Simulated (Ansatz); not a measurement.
The starting structures come from a database of crystals and need not be the phases stable at ambient conditions.

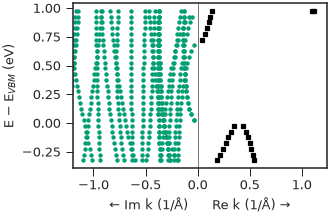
*Complex bands at the centre of the two-dimensional zone; r2SCAN in Ansatz (an electronic-structure program)*

The gap is the functional's own. No spin-orbit coupling. Mid-gap values are interpolated on the energy grid.

Question: This is CuBiSeO (P4/nmm, not sure to be the ambient phase, 8 atoms a cell, 17.0 Å³ an atom) along the normal of (110). Read off the slowest decay at the centre of the two-dimensional zone at 0.33 eV, the computed energy nearest the middle of the gap.

Answer: κ ≈ 0.11 1/Å, a decay length 1/(2κ) of the density of 4.4 Å.
